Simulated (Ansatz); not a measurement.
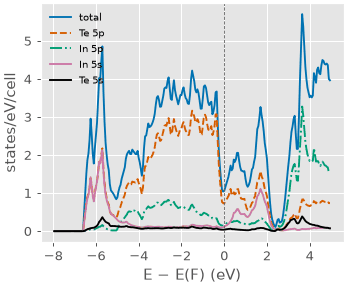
Fig. 1. Total and projected density of states of In2Te3 in space group R-3m (No. 166; In on 6c, Te on 6c, Te on 3a), plane-wave PAW LDA (Ansatz code)

Problem. Which orbitals carry the states next to the Fermi level?

Solution. Within 0.5 eV of the Fermi level: Te 5p 73 %, In 5p 12 %, In 5s 10 %. Projections are on Löwdin-orthogonalised atomic valence shells; empty p or d shells of many metals are not among them.

Problem. Where is the tallest occupied peak in this window, and what makes it?

Solution. Near -5.7 eV, about 4.9 states/eV per cell; the largest projected share is Te 5p.

The workflow started from a Materials Project entry (that database holds measured and hypothetical structures alike); the Crystallography Open Database copy checked does not list it. COD files the formula under space group No. 216. Its standing as an ambient phase is unchecked. The cell was relaxed with LDA under the symmetry of its start; whether a distortion lowers the energy is not shown. A crystal of weakly bound layers computed without a dispersion correction: the cell and the soft elastic constants depend strongly on that. Scalar-relativistic: spin–orbit coupling is off unless named, which matters more the heavier the elements.

Potentials: the later of the program's two PAW sets.
